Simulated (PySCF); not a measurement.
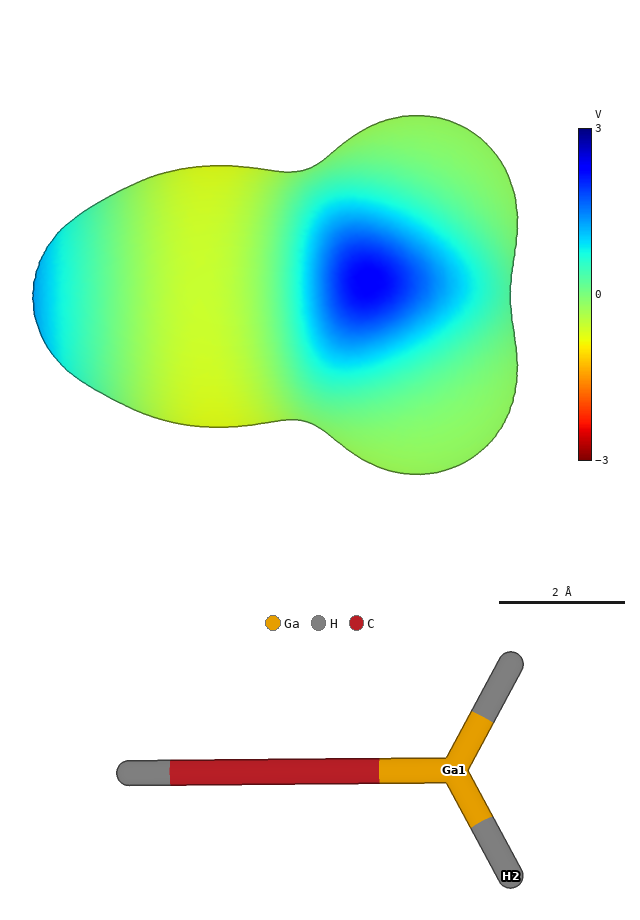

Figure. C$_{2}$H$_{3}$Ga (GaH2(CCH)). The molecular electrostatic potential painted on the density surface at 0.001 e/bohr³, seen across its widest extent; red is negative and blue positive. The bare structure is drawn below in the same view.

Geometry: PBE0-D3(BJ)/def2-SVP.

All numbers below come from CAM-B3LYP/def2-SVPD, SCF density, gas phase (PySCF).

The calculation's input:

```
{"job": {"kind": "uv", "xc": "CAM-B3LYP", "basis": "def2-SVPD", "ip": true, "nstates": 15}, "charge": 0, "multiplicity": 1}
Ga     0.649136     1.125288     0.007924
H      2.210539     1.073953     0.053349
H     -0.172870     2.454083    -0.027124
C     -0.310439    -0.535091    -0.003446
C     -0.919463    -1.592986    -0.011820
H     -1.456902    -2.525247    -0.018893
```

Command:

```sh
OMP_NUM_THREADS=1 python probes_run.py task.json out
```

**Which sites attract a positive test charge, and which a negative one?**

A positive charge is drawn to the negative regions and a negative charge to the positive ones. The most negative region (about −0.7 V) lies over C4 and C5, the most positive (about +2.2 V) over Ga1.
